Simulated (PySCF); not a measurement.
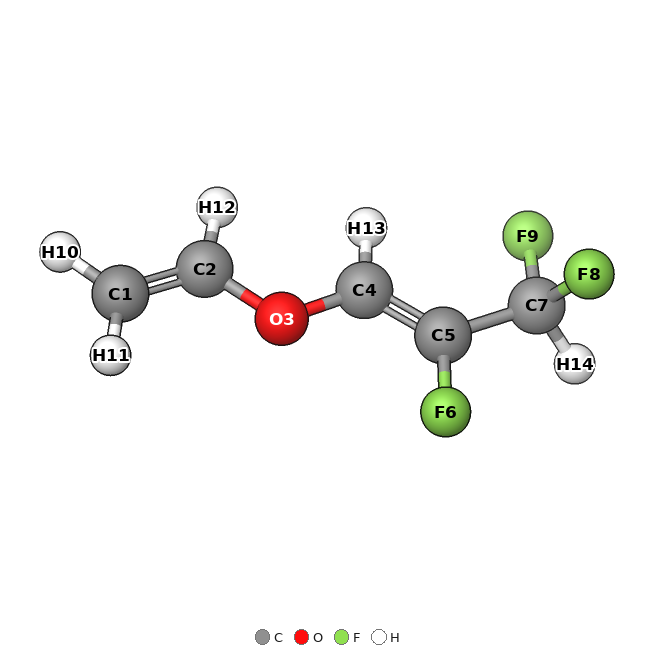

The geometry was computed by an optimisation with PBE0-D3(BJ)/def2-SVP. No frequency run is at hand to confirm it as a minimum. Method: TDDFT ωB97X-D/def2-SVPD, vertical, gas phase, core orbitals frozen in the response (PySCF 2.14.0), and the same with a continuum solvent (IEF-PCM, Bondi radii x 1.2, gas-phase geometry).

How do dipole (D), HOMO–LUMO gap (eV), lowest singlet (eV) change in methanol (ε = 32.6), water (ε = 78.4)?

```tsv
medium	dipole (D)	HOMO–LUMO gap (eV)	lowest singlet (eV)
gas phase	2.25	10.10	6.29
methanol	2.87	10.14	6.19
water	2.89	10.14	6.19
```
